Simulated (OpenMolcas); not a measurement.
# Run report: Na₂, relativistic diatomic calculation (part 2 of 2)

Continued. System: Na₂. Method: SA-CASSCF(2,8)/XMS-CASPT2 + RASSI spin-orbit (X2C scalar, AMFI), ANO-RCC-VTZP (OpenMolcas).

**Log (extracts), continued**
```
++ Dipole transition strengths (spin-free states):
     for osc. strength at least  1.00000000E-05
      From   To        Osc. strength     Einstein coefficients Ax, Ay, Az (sec-1)    Total A (sec-1)
         1    2       6.60707533E-01  0.00000000E+00  0.00000000E+00  1.09719164E+08  1.09719164E+08
         1   18       5.98138746E-01  3.05346100E+08  3.59652795E+04  0.00000000E+00  3.05382065E+08
         1   19       5.98139760E-01  3.59654571E+04  3.05347632E+08  0.00000000E+00  3.05383597E+08
         5    6       6.89451221E-01  0.00000000E+00  0.00000000E+00  6.64257115E+07  6.64257115E+07
         5   12       4.02157479E-01  9.14390212E+07  1.53493308E+01  0.00000000E+00  9.14390365E+07
         5   13       4.02157474E-01  1.53493306E+01  9.14390219E+07  0.00000000E+00  9.14390372E+07
         5   14       2.64785690E-01  1.03408421E+08  6.72732298E+01  0.00000000E+00  1.03408489E+08
         5   15       2.64785688E-01  6.72732358E+01  1.03408422E+08  0.00000000E+00  1.03408489E+08
        10    6       1.39123274E-02  4.47530299E+05  6.90878583E-02  0.00000000E+00  4.47530368E+05
        10   12       3.19678977E-01  0.00000000E+00  0.00000000E+00  3.82248101E+07  3.82248101E+07
        10   14       3.79752871E-01  0.00000000E+00  0.00000000E+00  9.26310531E+07  9.26310531E+07
        10    9       4.08180916E-01  2.36988504E+01  1.53514015E+08  0.00000000E+00  1.53514039E+08
        11    6       1.39123256E-02  6.90878092E-02  4.47530098E+05  0.00000000E+00  4.47530167E+05
        11   13       3.19678965E-01  0.00000000E+00  0.00000000E+00  3.82248033E+07  3.82248033E+07
        11   15       3.79752850E-01  0.00000000E+00  0.00000000E+00  9.26310387E+07  9.26310387E+07
        11    9       4.08180898E-01  1.53513994E+08  2.36988470E+01  0.00000000E+00  1.53514017E+08
         2    3       9.93674114E-02  0.00000000E+00  0.00000000E+00  2.86633096E+06  2.86633096E+06
         2   16       9.17206989E-03  4.91610767E+05  5.26388679E-01  0.00000000E+00  4.91611293E+05
         2   17       9.17202805E-03  5.26386265E-01  4.91610317E+05  0.00000000E+00  4.91610844E+05
         2    4       1.11445758E+00  0.00000000E+00  0.00000000E+00  2.68661600E+08  2.68661600E+08
         6    7       6.14846832E-01  0.00000000E+00  0.00000000E+00  8.15869656E+07  8.15869656E+07
         6    8       4.11304036E-01  0.00000000E+00  0.00000000E+00  7.50629308E+07  7.50629308E+07
         3   18       2.54094884E-02  4.78119721E+05  5.63154547E+01  0.00000000E+00  4.78176036E+05
         3   19       2.54097031E-02  5.63169239E+01  4.78132027E+05  0.00000000E+00  4.78188344E+05
        16   18       1.19314974E-02  0.00000000E+00  0.00000000E+00  6.80271115E+04  6.80271115E+04
        17   19       1.19316376E-02  0.00000000E+00  0.00000000E+00  6.80292863E+04  6.80292863E+04
        12    7       3.75171660E-02  1.46836527E+06  2.46486952E-01  0.00000000E+00  1.46836552E+06
        12    8       7.67772344E-04  5.22059101E+04  8.76408487E-03  0.00000000E+00  5.22059189E+04
        13    7       3.75171706E-02  2.46487015E-01  1.46836538E+06  0.00000000E+00  1.46836563E+06
        13    8       7.67771417E-04  8.76410799E-03  5.22058453E+04  0.00000000E+00  5.22058540E+04
        14    7       2.99691241E-04  7.41452108E+02  4.82349380E-04  0.00000000E+00  7.41452590E+02
        14    8       1.92758656E-02  2.44684639E+05  1.59182752E-01  0.00000000E+00  2.44684798E+05
        15    7       2.99691150E-04  4.82349389E-04  7.41451766E+02  0.00000000E+00  7.41452249E+02
        15    8       1.92758687E-02  1.59182688E-01  2.44684661E+05  0.00000000E+00  2.44684820E+05
 Electric-quadrupole - electric-quadrupole not included
 Electric-dipole - electric-octupole not included
 Electric-dipole - magnetic-quadrupole not included
   Eigenvalues of complex Hamiltonian:
  (Shifted by EMIN (a.u.) =       -324.4671319737)
 SO State       Relative EMIN(au)   Rel lowest level(eV)    D:o, cm**(-1)      Omega
     1            -0.0000000031        0.0000000000              0.0000         0.0
     2             0.0383611060        1.0438589569           8419.2903         0.0
     3             0.0383611111        1.0438590966           8419.2914         1.0
     4             0.0383611111        1.0438590966           8419.2914         1.0
     5             0.0614565824        1.6723188858          13488.1615         0.0
     6             0.0614566405        1.6723204665          13488.1742         0.0
     7             0.0614793772        1.6729391643          13493.1643         1.0
     8             0.0614793823        1.6729393030          13493.1655         1.0
     9             0.0615021360        1.6735584624          13498.1593         2.0
    10             0.0615021360        1.6735584624          13498.1593         2.0
    11             0.0718921472        1.9562850705          15778.5032         0.0
    12             0.0931207391        2.5339444849          20437.6406         1.0
    13             0.0931207391        2.5339444849          20437.6406         1.0
    14             0.0931207553        2.5339449243          20437.6441         0.0
    15             0.1018550846        2.7716181337          22354.6078         0.0
    16             0.1127354804        3.0676887864          24742.5787         1.0
    17             0.1127355549        3.0676908135          24742.5950         1.0
    18             0.1224658593        3.3324658839          26878.1500         0.0
    19             0.1224658617        3.3324659491          26878.1505         0.0
    20             0.1224837076        3.3329515629          26882.0673         1.0
    21             0.1224837085        3.3329515851          26882.0675         1.0
    22             0.1225014672        3.3334348261          26885.9651         2.0
    23             0.1225014672        3.3334348261          26885.9651         2.0
    24             0.1260565344        3.4301731312          27666.2121         1.0
    25             0.1260567436        3.4301788245          27666.2580         1.0
    26             0.1485876680        4.0432765106          32611.2243         0.0
    27             0.1485877507        4.0432787620          32611.2425         0.0
    28             0.1486103037        4.0438924601          32616.1923         1.0
    29             0.1486103044        4.0438924789          32616.1925         1.0
    30             0.1486328606        4.0445062630          32621.1430         2.0
    31             0.1486328606        4.0445062630          32621.1430         2.0
    32             0.1573853478        4.2826735734          34542.0919         0.0
    33             0.1573853485        4.2826735938          34542.0920         1.0
    34             0.1573853485        4.2826735938          34542.0920         1.0
    35             0.1585116556        4.3133219711          34789.2879         0.0
    36             0.1684868600        4.5847611094          36978.5922         0.0
    37             0.1684868659        4.5847612697          36978.5935         1.0
    38             0.1684868659        4.5847612697          36978.5935         1.0
    39             0.1696706673        4.6169741483          37238.4079         1.0
    40             0.1696706673        4.6169741483          37238.4079         1.0
    41             0.1696706815        4.6169745338          37238.4110         0.0
 Weights of the five most important spin-orbit-free states for each spin-orbit state.
 SO State  Total energy (au)           Spin-free states, spin, and weights
    1        -0.000000       1 0.0  1.0000   12 1.0  0.0000   13 1.0  0.0000    9 1.0  0.0000   14 1.0  0.0000
    2         0.038361       5 1.0  1.0000   10 1.0  0.0000   11 1.0  0.0000    7 1.0  0.0000    8 1.0  0.0000
    3         0.038361       5 1.0  1.0000   10 1.0  0.0000   11 1.0  0.0000   18 0.0  0.0000   19 0.0  0.0000
    4         0.038361       5 1.0  1.0000   10 1.0  0.0000   11 1.0  0.0000   18 0.0  0.0000   19 0.0  0.0000
    5         0.061457      10 1.0  0.5001   11 1.0  0.4999    2 0.0  0.0000    3 0.0  0.0000    6 1.0  0.0000
    6         0.061457      10 1.0  0.5001   11 1.0  0.4999    5 1.0  0.0000    7 1.0  0.0000    8 1.0  0.0000
    7         0.061479      10 1.0  1.0000    5 1.0  0.0000   19 0.0  0.0000    7 1.0  0.0000   18 0.0  0.0000
    8         0.061479      11 1.0  1.0000    5 1.0  0.0000   18 0.0  0.0000    7 1.0  0.0000   19 0.0  0.0000
    9         0.061502      11 1.0  0.5001   10 1.0  0.4999    2 0.0  0.0000    5 1.0  0.0000    7 1.0  0.0000
   10         0.061502      11 1.0  0.5001   10 1.0  0.4999    2 0.0  0.0000    5 1.0  0.0000    7 1.0  0.0000
   11         0.071892       2 0.0  1.0000   11 1.0  0.0000   10 1.0  0.0000   12 1.0  0.0000   13 1.0  0.0000
   12         0.093121       6 1.0  1.0000   16 0.0  0.0000   17 0.0  0.0000   12 1.0  0.0000   13 1.0  0.0000
   13         0.093121       6 1.0  1.0000   16 0.0  0.0000   17 0.0  0.0000   12 1.0  0.0000   13 1.0  0.0000
   14         0.093121       6 1.0  1.0000   12 1.0  0.0000   13 1.0  0.0000   14 1.0  0.0000   15 1.0  0.0000
   15         0.101855       3 0.0  1.0000   12 1.0  0.0000   13 1.0  0.0000    9 1.0  0.0000   15 1.0  0.0000
   16         0.112735      16 0.0  1.0000   13 1.0  0.0000    6 1.0  0.0000   15 1.0  0.0000    9 1.0  0.0000
   17         0.112736      17 0.0  1.0000   12 1.0  0.0000    6 1.0  0.0000   14 1.0  0.0000    9 1.0  0.0000
   18         0.122466      12 1.0  0.5000   13 1.0  0.5000    3 0.0  0.0000    4 0.0  0.0000    1 0.0  0.0000
   19         0.122466      12 1.0  0.5000   13 1.0  0.5000    6 1.0  0.0000   15 1.0  0.0000   14 1.0  0.0000
   20         0.122484      12 1.0  1.0000   17 0.0  0.0000    6 1.0  0.0000    9 1.0  0.0000   16 0.0  0.0000
   21         0.122484      13 1.0  1.0000   16 0.0  0.0000    6 1.0  0.0000    9 1.0  0.0000   17 0.0  0.0000
   22         0.122501      13 1.0  0.5000   12 1.0  0.5000   14 1.0  0.0000   15 1.0  0.0000    3 0.0  0.0000
   23         0.122501      13 1.0  0.5000   12 1.0  0.5000   14 1.0  0.0000   15 1.0  0.0000    3 0.0  0.0000
   24         0.126057      18 0.0  1.0000    8 1.0  0.0000   11 1.0  0.0000    7 1.0  0.0000    5 1.0  0.0000
   25         0.126057      19 0.0  1.0000    8 1.0  0.0000   10 1.0  0.0000    7 1.0  0.0000    5 1.0  0.0000
   26         0.148588      14 1.0  0.5000   15 1.0  0.5000    4 0.0  0.0000    9 1.0  0.0000    1 0.0  0.0000
   27         0.148588      14 1.0  0.5000   15 1.0  0.5000   13 1.0  0.0000   12 1.0  0.0000    6 1.0  0.0000
   28         0.148610      14 1.0  1.0000    9 1.0  0.0000   17 0.0  0.0000    6 1.0  0.0000   16 0.0  0.0000
   29         0.148610      15 1.0  1.0000    9 1.0  0.0000   16 0.0  0.0000    6 1.0  0.0000   17 0.0  0.0000
   30         0.148633      15 1.0  0.5000   14 1.0  0.5000   12 1.0  0.0000   13 1.0  0.0000    4 0.0  0.0000
   31         0.148633      15 1.0  0.5000   14 1.0  0.5000   12 1.0  0.0000   13 1.0  0.0000    4 0.0  0.0000
   32         0.157385       7 1.0  1.0000   11 1.0  0.0000   10 1.0  0.0000    5 1.0  0.0000   14 1.0  0.0000
   33         0.157385       7 1.0  1.0000   19 0.0  0.0000   18 0.0  0.0000   11 1.0  0.0000   10 1.0  0.0000
   34         0.157385       7 1.0  1.0000   19 0.0  0.0000   18 0.0  0.0000   11 1.0  0.0000   10 1.0  0.0000
   35         0.158512       4 0.0  1.0000   15 1.0  0.0000   14 1.0  0.0000    9 1.0  0.0000   13 1.0  0.0000
   36         0.168487       8 1.0  1.0000   10 1.0  0.0000   11 1.0  0.0000    7 1.0  0.0000    5 1.0  0.0000
   37         0.168487       8 1.0  1.0000   19 0.0  0.0000   18 0.0  0.0000   10 1.0  0.0000   11 1.0  0.0000
   38         0.168487       8 1.0  1.0000   19 0.0  0.0000   18 0.0  0.0000   10 1.0  0.0000   11 1.0  0.0000
   39         0.169671       9 1.0  1.0000   15 1.0  0.0000   14 1.0  0.0000   17 0.0  0.0000   16 0.0  0.0000
   40         0.169671       9 1.0  1.0000   15 1.0  0.0000   14 1.0  0.0000   17 0.0  0.0000   16 0.0  0.0000
   41         0.169671       9 1.0  1.0000    4 0.0  0.0000   15 1.0  0.0000   14 1.0  0.0000    3 0.0  0.0000
++ Dipole transition strengths (SO states):
        for osc. strength at least   1.00000000E-05
      From   To        Osc. s
```

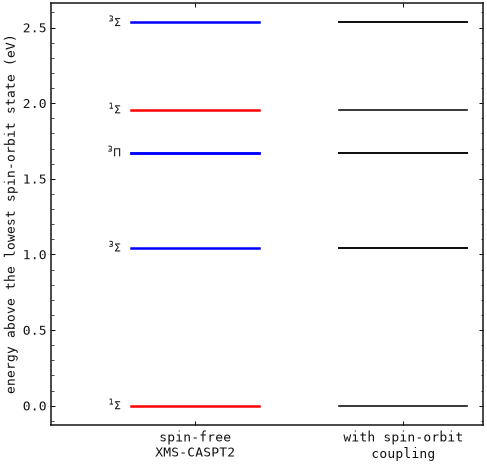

**Figure 1.** States up to 2.7 eV at 3.090 Å, without spin-orbit coupling (left, a colour for each spin multiplicity) and with it (right, where close levels merge). The spin-free states run ¹Σ (0.00 eV), ³Σ (1.04 eV), ³Π (1.67 eV), ¹Σ (1.96 eV), ³Σ (2.53 eV) from the lowest. The lowest spin-orbit levels have |Ω| = 0 (0 cm⁻¹), 0 (8,419 cm⁻¹), 1 (8,419 cm⁻¹), 0 (13,488 cm⁻¹), 1 (13,493 cm⁻¹).

Outcome of the run: converged.
